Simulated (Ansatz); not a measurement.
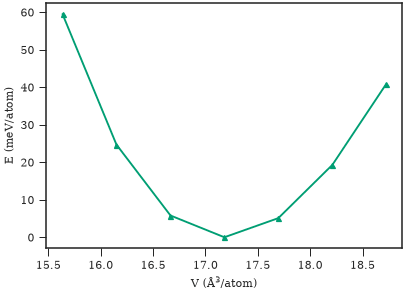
*ScAg4 in space group I4/m (No. 87; Ag on 8h, Sc on 2a) under volume change, DFT-PBEsol in the program Ansatz with PAW potentials, shape and atoms relaxed at each volume.*

Q: What does a third-order Birch–Murnaghan fit give for V₀, B₀ and B′?

A: V₀ = 17.18 Å³/atom, B₀ = 113 GPa, B′ = 5.2.

The workflow started from an entry of the Crystallography Open Database (COD). Its standing as an ambient phase is unchecked. Symmetry was held in the PBEsol relaxation; of distortions, only those at the zone centre were tested. The run is not spin-polarised.

Potentials: the later of the program's two PAW sets.
